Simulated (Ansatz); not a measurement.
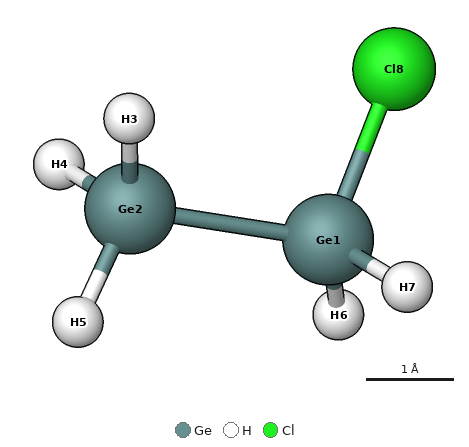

The starting structure (ball-and-stick view, seen at a tilt; atoms are numbered from 1 in the order of the input). Sticks mark near contacts. Bond lengths as drawn: Cl–Ge 2.18 Å, Ge–Ge 2.43 Å and Ge–H 1.53 Å.

Nudged elastic band of Ge₂H₅Cl

System: Ge₂H₅Cl.
Method: RKS BHLYP-D4/def2-SVP (Ansatz 0.2.0).

It belongs to a series of runs on one base structure; here: band between the two ends. Figures and captions count atoms from 1; the log counts them from 0 in places.

## What the program printed
```
Engine: ansatz 0.2.0, aarch64-unknown-linux-gnu
Functional definition: BHLYP
  parameter a = 0.5
  exchange = (1 - a)*b88_x + a*exact_x
  correlation = lyp_c
1124 factors; integrals over basis functions are off by at most 3.6e-4 eV
mean field evaluation 1: about -125621.8597 eV, gradient 1.6e1 eV
mean field evaluation 2: about -125622.0486 eV, gradient 1.4e1 eV
mean field evaluation 4: about -125622.3470 eV, gradient 4.2e-1 eV
mean field evaluation 8: about -125622.3478 eV, gradient 5.0e-3 eV
mean field -125622.34783707 eV, -4616.5361331268 hartree, gradient 3.8e-5 eV, S^2 0.000000; 0 other end points of the search recorded, 0 dependent functions left out
the calculation of the forces begins
reference -125622.34802250 eV, -4616.5361399410 hartree; 43, 43 occupied and 64, 64 virtual orbitals, 1124 factors
1124 factors; integrals over basis functions are off by at most 7.9e-4 eV
mean field evaluation 16: about -125621.1110 eV, gradient 1.3e0 eV
mean field -125621.13125966 eV, -4616.4914247315 hartree, gradient 1.5e-5 eV, S^2 0.000000; 0 other end points of the search recorded, 0 dependent functions left out
[... from here on the field's lines of each further geometry are left out, up to the last ...]
NEB iter   1: max|band force component| = 5.965e1 eV/Å  barrier→ = 23.1312 eV  barrier← = 21.9397 eV  Δτ_max = 0.2000 Å  (238 SCF iters)
NEB iter   2: max|band force component| = 1.834e1 eV/Å  barrier→ = 8.3140 eV  barrier← = 7.1225 eV  Δτ_max = 0.1993 Å  (216 SCF iters)
NEB iter   3: max|band force component| = 1.217e1 eV/Å  barrier→ = 4.8542 eV  barrier← = 3.6627 eV  Δτ_max = 0.2000 Å  (208 SCF iters)
NEB iter   4: max|band force component| = 5.715e0 eV/Å  barrier→ = 2.4970 eV  barrier← = 1.3056 eV  Δτ_max = 0.1993 Å  (202 SCF iters)
NEB iter   5: max|band force component| = 2.423e0 eV/Å  barrier→ = 2.2194 eV  barrier← = 1.0280 eV  Δτ_max = 0.2000 Å  (208 SCF iters)
NEB iter   6: max|band force component| = 1.653e0 eV/Å  barrier→ = 2.1763 eV  barrier← = 0.9848 eV  Δτ_max = 0.1995 Å  (199 SCF iters)
NEB iter   7: max|band force component| = 1.935e0 eV/Å  barrier→ = 2.1031 eV  barrier← = 0.9117 eV  Δτ_max = 0.1023 Å  (202 SCF iters)
NEB iter   8: max|band force component| = 1.720e0 eV/Å  barrier→ = 1.9296 eV  barrier← = 0.7381 eV  Δτ_max = 0.1005 Å  (200 SCF iters)
NEB iter   9: max|band force component| = 1.289e0 eV/Å  barrier→ = 1.9994 eV  barrier← = 0.8079 eV  Δτ_max = 0.1002 Å  (202 SCF iters)
NEB iter  10: max|band force component| = 5.622e-1 eV/Å  barrier→ = 2.0587 eV  barrier← = 0.8673 eV  Δτ_max = 0.0998 Å  (197 SCF iters)
NEB iter  11: max|band force component| = 5.313e-1 eV/Å  barrier→ = 2.0549 eV  barrier← = 0.8635 eV  CI = image 3  Δτ_max = 0.2000 Å  (200 SCF iters)
NEB iter  12: max|band force component| = 4.715e0 eV/Å  barrier→ = 2.7056 eV  barrier← = 1.5141 eV  CI = image 5  Δτ_max = 0.1025 Å  (204 SCF iters)
NEB iter  13: max|band force component| = 4.808e0 eV/Å  barrier→ = 2.3899 eV  barrier← = 1.1985 eV  CI = image 5  Δτ_max = 0.1985 Å  (202 SCF iters)
NEB iter  14: max|band force component| = 2.348e0 eV/Å  barrier→ = 1.9625 eV  barrier← = 0.7710 eV  CI = image 3  Δτ_max = 0.2000 Å  (210 SCF iters)
NEB iter  15: max|band force component| = 9.739e-1 eV/Å  barrier→ = 2.1193 eV  barrier← = 0.9278 eV  CI = image 3  Δτ_max = 0.2000 Å  (202 SCF iters)
NEB iter  16: max|band force component| = 6.307e-1 eV/Å  barrier→ = 2.0847 eV  barrier← = 0.8932 eV  CI = image 3  Δτ_max = 0.1516 Å  (201 SCF iters)
NEB iter  17: max|band force component| = 4.746e-1 eV/Å  barrier→ = 2.1143 eV  barrier← = 0.9229 eV  CI = image 3  Δτ_max = 0.0459 Å  (205 SCF iters)
NEB iter  18: max|band force component| = 1.494e-1 eV/Å  barrier→ = 2.1117 eV  barrier← = 0.9202 eV  CI = image 3  Δτ_max = 0.0148 Å  (190 SCF iters)
NEB iter  19: max|band force component| = 6.552e-2 eV/Å  barrier→ = 2.1110 eV  barrier← = 0.9195 eV  CI = image 3  Δτ_max = 0.0147 Å  (168 SCF iters)
the calculation of the forces begins
reference -125621.11959020 eV, -4616.4909958868 hartree; 43, 43 occupied and 64, 64 virtual orbitals, 1124 factors
1124 factors; integrals over basis functions are off by at most 6.4e-4 eV
mean field -125620.23960368 eV, -4616.4586569787 hartree, gradient 1.4e-5 eV, S^2 0.000000; 1 other end points of the search recorded, 0 dependent functions left out
the calculation of the forces begins
reference -125620.23978130 eV, -4616.4586635062 hartree; 43, 43 occupied and 64, 64 virtual orbitals, 1124 factors
NEB iter  20: max|band force component| = 2.379e-2 eV/Å  barrier→ = 2.1106 eV  barrier← = 0.9191 eV  CI = image 3  Δτ_max = 0.0000 Å  (354 SCF iters)
```

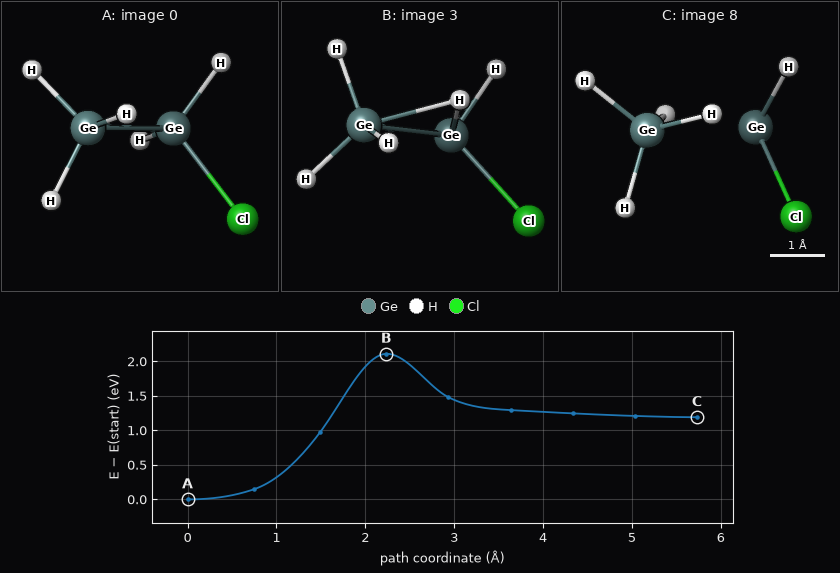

Images of the last band (counted from 0; ball-and-stick, seen at a tilt) above the energy along the path; the line is a cubic interpolation that uses the forces. The highest image is number 3, 2.111 eV above the start and 0.919 eV above the end (the climbing image); the end lies 1.191 eV above the start. The path is 5.73 Å long. The band converged in 20 iterations.

```
Total energy: -125620.49502453 eV, -4616.4680435218 hartree
Atom 0 at    -0.377038     0.164865     0.249966 Å, force     0.025611     0.017660     0.001383 eV/Å
Atom 1 at     1.173477    -0.036325     2.217690 Å, force    -0.001525     0.000258     0.006842 eV/Å
Atom 2 at     0.227611    -0.467613     3.345459 Å, force    -0.007188    -0.006838    -0.000021 eV/Å
Atom 3 at     2.316837    -1.049186     2.149717 Å, force     0.001599     0.004185    -0.001940 eV/Å
Atom 4 at     1.651733     1.399408     2.406939 Å, force    -0.001514     0.001568     0.005437 eV/Å
Atom 5 at     1.337015     0.034257     0.328614 Å, force     0.000352    -0.004520    -0.012851 eV/Å
Atom 6 at    -0.003524     1.167897    -0.861026 Å, force    -0.010681    -0.004935    -0.001299 eV/Å
Atom 7 at    -0.644213    -1.760004    -0.774761 Å, force    -0.006656    -0.007378     0.002450 eV/Å
Dipole moment:     0.252717     0.360932     0.443365 e Å
this run last wrote the band of iteration 20 to [file]
```

## The last band as extended XYZ (Å, eV, eV/Å)
```
8
Properties=species:S:1:pos:R:3:forces:R:3 image=0 energy=-125622.60545
Ge    0.4263    0.0727   -0.0056    0.0125   0.0036   0.0217
Ge    1.0999   -0.0167    2.3227    0.0001   0.0073  -0.0094
H    -0.1285   -0.3047    3.1856   -0.0053   0.0062  -0.0018
H     2.1277   -1.1341    2.5041    0.0014  -0.0037  -0.0028
H     1.7202    1.3186    2.7458    0.0065   0.0035   0.0056
H     1.6018    0.1502   -0.9818   -0.0040   0.0019   0.0011
H    -0.5802    1.1829   -0.3130   -0.0029  -0.0036   0.0010
Cl   -0.5852   -1.8157   -0.3951   -0.0085  -0.0151  -0.0154
8
Properties=species:S:1:pos:R:3:forces:R:3 image=1 energy=-125622.45898
Ge    0.3050    0.0429    0.0513    0.1767  -0.0151  -0.0708
Ge    1.0290   -0.0246    2.3553   -0.0102   0.0079   0.0102
H     0.0569   -0.4293    3.4572   -0.0918   0.0296  -0.0343
H     2.1963   -1.0150    2.2936   -0.0200  -0.0091   0.1008
H     1.5944    1.3778    2.6109   -0.0051  -0.0086   0.0997
H     1.6895    0.0152   -0.5866    0.0962  -0.0080  -0.3546
H    -0.4637    1.2372   -0.5095   -0.1215  -0.0045   0.1585
Cl   -0.7256   -1.7508   -0.6096   -0.0244   0.0078   0.0905
8
Properties=species:S:1:pos:R:3:forces:R:3 image=2 energy=-125621.63125
Ge    0.0397    0.0687    0.1570    1.0800  -0.2169  -0.2379
Ge    1.0446   -0.0323    2.3393   -0.3266   0.0092   0.3058
H     0.1876   -0.4625    3.5085   -0.1095   0.0509   0.4160
H     2.2195   -1.0080    2.1486   -0.2746   0.0648   0.0047
H     1.6096    1.3887    2.4595   -0.0572  -0.0439   0.1187
H     1.5521    0.0162   -0.0604    0.5401  -0.0787  -0.9909
H    -0.2716    1.2429   -0.7519   -0.6486   0.1924   0.2633
Cl   -0.6995   -1.7604   -0.7379   -0.2035   0.0222   0.1203
8
Properties=species:S:1:pos:R:3:forces:R:3 image=3 energy=-125620.49485
Ge   -0.3770    0.1649    0.2500    0.0256   0.0177   0.0014
Ge    1.1735   -0.0363    2.2177   -0.0015   0.0003   0.0068
H     0.2276   -0.4676    3.3455   -0.0072  -0.0068   0.0000
H     2.3168   -1.0492    2.1497    0.0016   0.0042  -0.0019
H     1.6517    1.3994    2.4069   -0.0015   0.0016   0.0054
H     1.3370    0.0343    0.3286    0.0004  -0.0045  -0.0129
H    -0.0035    1.1679   -0.8610   -0.0107  -0.0049  -0.0013
Cl   -0.6442   -1.7600   -0.7748   -0.0067  -0.0074   0.0024
8
Properties=species:S:1:pos:R:3:forces:R:3 image=4 energy=-125621.12454
Ge   -0.7669    0.2813    0.1243   -0.4438   0.1463  -0.1555
Ge    1.3741   -0.0411    2.1977    0.2359  -0.0012  -0.0212
H     0.2315   -0.4711    3.1140   -0.0171  -0.0238  -0.2611
H     2.4973   -1.0619    2.2646    0.2256   0.0016   0.1381
H     1.7762    1.3966    2.4978    0.1195   0.0121   0.1162
H     1.1660   -0.0017    0.6293   -0.2081  -0.0256   0.3423
H     0.0681    1.0814   -0.9578    0.0763  -0.1163  -0.1084
Cl   -0.6642   -1.7301   -0.8071    0.0116   0.0070  -0.0503
8
Properties=species:S:1:pos:R:3:forces:R:3 image=5 energy=-125621.31080
Ge   -0.8817    0.3623   -0.1773   -0.0232   0.0121  -0.0253
Ge    1.4268   -0.0052    2.2732   -0.0038   0.0092   0.0183
H     0.1912   -0.4552    3.0426    0.0105  -0.0108  -0.0101
H     2.5082   -1.0788    2.2752    0.0180  -0.0072  -0.0087
H     1.9452    1.3311    2.7979    0.0148  -0.0098   0.0366
H     1.0489    0.2411    0.7918   -0.0166   0.0349   0.0115
H     0.1630    0.8479   -1.2686    0.0076  -0.0198  -0.0363
Cl   -0.7197   -1.7899   -0.6723   -0.0073  -0.0085   0.0140
8
Properties=species:S:1:pos:R:3:forces:R:3 image=6 energy=-125621.35841
Ge   -0.7819    0.3551   -0.4145    0.0072   0.0005  -0.0146
Ge    1.3388    0.0566    2.2893   -0.0053   0.0063  -0.0020
H     0.0727   -0.3861    3.0103   -0.0013  -0.0086  -0.0028
H     2.3227   -1.0916    2.1074   -0.0038  -0.0031  -0.0298
H     1.9860    1.2496    2.9909    0.0052  -0.0114   0.0213
H     0.9418    0.5652    0.8785   -0.0120   0.0331   0.0084
H     0.4087    0.5628   -1.4445    0.0051  -0.0183  -0.0084
Cl   -0.6070   -1.8582   -0.3548    0.0048   0.0014   0.0280
8
Properties=species:S:1:pos:R:3:forces:R:3 image=7 energy=-125621.39550
Ge   -0.5794    0.3249   -0.6424    0.0065  -0.0001  -0.0077
Ge    1.2274    0.1111    2.2813   -0.0031   0.0012  -0.0022
H     0.0001   -0.3613    3.0483    0.0029  -0.0066   0.0035
H     2.1470   -1.0347    1.8868   -0.0038   0.0045  -0.0219
H     1.9773    1.2018    3.0471    0.0021  -0.0053   0.0034
H     0.7106    0.7956    0.9797   -0.0163   0.0150   0.0074
H     0.8043    0.2563   -1.4178    0.0134  -0.0113   0.0041
Cl   -0.6053   -1.8404   -0.1202   -0.0016   0.0026   0.0133
8
Properties=species:S:1:pos:R:3:forces:R:3 image=8 energy=-125621.41397
Ge   -0.3554    0.2955   -0.7704    0.0006   0.0064   0.0041
Ge    1.1455    0.1460    2.2393    0.0039   0.0045   0.0027
H     0.0421   -0.4222    3.1207   -0.0029  -0.0021   0.0031
H     2.0519   -0.9283    1.6629    0.0033  -0.0041  -0.0013
H     1.9440    1.2300    2.9646   -0.0018   0.0015  -0.0014
H     0.4173    0.8872    1.0653   -0.0020  -0.0003  -0.0062
H     1.1608    0.0305   -1.1617    0.0000  -0.0024   0.0017
Cl   -0.7243   -1.7854   -0.0582   -0.0011  -0.0035  -0.0026
```

The run was set up as follows.

## Input
```yaml
crystal:
  periodic: [false, false, false]
  atoms:
    - { symbol: Ge, position_ang: [0.426286, 0.072721, -0.005647] }
    - { symbol: Ge, position_ang: [1.09995, -0.01671, 2.322688] }
    - { symbol: H, position_ang: [-0.128507, -0.304681, 3.185597] }
    - { symbol: H, position_ang: [2.127651, -1.134106, 2.504113] }
    - { symbol: H, position_ang: [1.720164, 1.318588, 2.745842] }
    - { symbol: H, position_ang: [1.601774, 0.150223, -0.981813] }
    - { symbol: H, position_ang: [-0.580246, 1.182947, -0.313037] }
    - { symbol: Cl, position_ang: [-0.585172, -1.815682, -0.395144] }
basis:
  gaussian: { orbitals: def2-SVP }
hamiltonian:
  xc: { name: BHLYP }
  dispersion: d4
neb:
  order_check: false
  images: 7
  f_tol: 0.05
  max_iterations: 60
  final_atoms:
    - { symbol: Ge, position_ang: [-0.35538716, 0.29546555, -0.77043451] }
    - { symbol: Ge, position_ang: [1.14551594, 0.14599176, 2.23928908] }
    - { symbol: H, position_ang: [0.04207104, -0.42216388, 3.12073901] }
    - { symbol: H, position_ang: [2.0518746, -0.92833819, 1.66294507] }
    - { symbol: H, position_ang: [1.9440318, 1.23003274, 2.96459585] }
    - { symbol: H, position_ang: [0.41733364, 0.88717866, 1.06533382] }
    - { symbol: H, position_ang: [1.16080532, 0.03048605, -1.16169907] }
    - { symbol: Cl, position_ang: [-0.72434518, -1.7853527, -0.05817025] }
  initial_path:
    images:
      - { positions_ang: [[0.426286, 0.072721, -0.005647], [1.09995, -0.01671, 2.322688], [-0.128507, -0.304681, 3.185597], [2.127651, -1.134106, 2.504113], [1.720164, 1.318588, 2.745842], [1.601774, 0.150223, -0.981813], [-0.580246, 1.182947, -0.313037], [-0.585172, -1.815682, -0.395144]] }
      - { positions_ang: [[0.32135385, 0.0542736, -0.00527244], [1.18026455, -0.01227865, 2.28634236], [-0.09074235, -0.33631093, 3.06091126], [2.2183639, -1.09833033, 2.55346853], [1.72546127, 1.34549169, 2.73330637], [1.63998125, 0.1126411, -0.71658297], [-0.61545743, 1.20296786, -0.36611791], [-0.69732503, -1.81515435, -0.48345621]] }
      - { positions_ang: [[0.21642171, 0.0358262, -0.00489788], [1.2605791, -0.00784729, 2.24999672], [-0.05297769, -0.36794086, 2.93622553], [2.30907679, -1.06255465, 2.60282406], [1.73075853, 1.37239537, 2.72077073], [1.6781885, 0.0750592, -0.45135293], [-0.65066887, 1.22298872, -0.41919881], [-0.80947807, -1.81462669, -0.57176842]] }
      - { positions_ang: [[0.11148956, 0.0173788, -0.00452331], [1.34089364, -0.00341594, 2.21365107], [-0.01521304, -0.39957078, 2.81153979], [2.39978969, -1.02677898, 2.65217959], [1.7360558, 1.39929906, 2.7082351], [1.71639575, 0.03747731, -0.1861229], [-0.6858803, 1.24300958, -0.47227972], [-0.9216311, -1.81409904, -0.66008063]] }
      - { positions_ang: [[0.00655741, -0.00106861, -0.00414875], [1.42120819, 0.00101541, 2.17730543], [0.02255161, -0.43120071, 2.68685406], [2.49050259, -0.99100331, 2.70153512], [1.74135307, 1.42620275, 2.69569947], [1.754603, -0.00010459, 0.07910713], [-0.72109173, 1.26303044, -0.52536062], [-1.03378414, -1.81357138, -0.74839284]] }
      - { positions_ang: [[-0.08392873, 0.07306493, -0.19572019], [1.35228513, 0.0372595, 2.19280134], [0.02743147, -0.4289415, 2.79532529], [2.38084559, -0.97533703, 2.44188761], [1.79202275, 1.37716025, 2.76292356], [1.42028566, 0.22171622, 0.32566381], [-0.25061747, 0.95489434, -0.68444524], [-0.9564244, -1.80651671, -0.57583719]] }
      - { positions_ang: [[-0.17441487, 0.14719847, -0.38729163], [1.28336207, 0.07350359, 2.20829726], [0.03231132, -0.4266823, 2.90379653], [2.27118859, -0.95967075, 2.1822401], [1.84269243, 1.32811775, 2.83014766], [1.08596832, 0.44353704, 0.57222048], [0.2198568, 0.64675825, -0.84352985], [-0.87906466, -1.79946204, -0.40328155]] }
      - { positions_ang: [[-0.26490102, 0.22133201, -0.57886307], [1.214439, 0.10974768, 2.22379317], [0.03719118, -0.42442309, 3.01226777], [2.1615316, -0.94400447, 1.92259259], [1.89336212, 1.27907525, 2.89737175], [0.75165098, 0.66535785, 0.81877715], [0.69033106, 0.33862215, -1.00261446], [-0.80170492, -1.79240737, -0.2307259]] }
      - { positions_ang: [[-0.35538716, 0.29546555, -0.77043451], [1.14551594, 0.14599176, 2.23928908], [0.04207104, -0.42216388, 3.12073901], [2.0518746, -0.92833819, 1.66294507], [1.9440318, 1.23003274, 2.96459585], [0.41733364, 0.88717866, 1.06533382], [1.16080532, 0.03048605, -1.16169907], [-0.72434518, -1.7853527, -0.05817025]] }
```

Launch command:
```bash
ansatz run input.yaml --threads 2 --pin off --max-ram 3072MiB --backend cpu --events-out ev --progress --plain --runs-dir out
```

## Results in brief

```json
{"quantity": "outcome", "value": "converged"}
{"quantity": "barrier, forward", "value": "2.111 eV"}
{"quantity": "barrier, backward", "value": "0.919 eV"}
{"quantity": "hardware", "value": "2 threads of Arm Neoverse V2, 24 GiB of memory available, shared host"}
{"quantity": "wall time", "value": "5.9 min (CPU time 11 min)"}
{"quantity": "peak memory", "value": "0.28 GiB"}
```

## Notes

The order of the saddle point was not checked.
